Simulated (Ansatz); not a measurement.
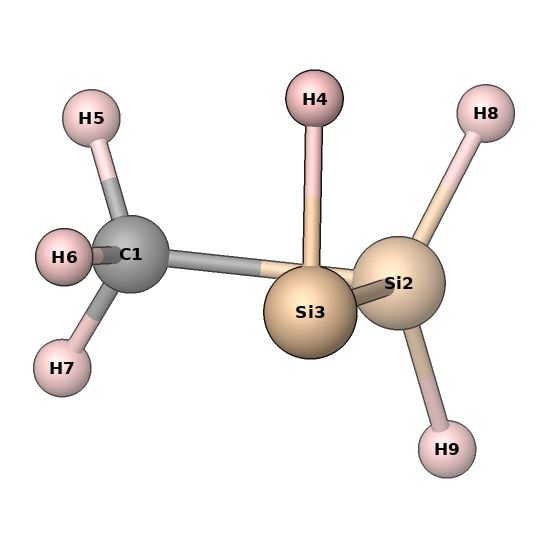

Si2 lies behind Si3. The molecule seen a little off the Si3–Si2 bond, Si3 in front. Distant atoms are faded towards the background colour. The geometry was computed by an optimisation with PBE0-D4/def2-TZVP.

> What is the torsion angle H4–Si3–Si2–C1? The sign is positive where the front bond must turn clockwise to cover the back bond.

−84°, about perpendicular.
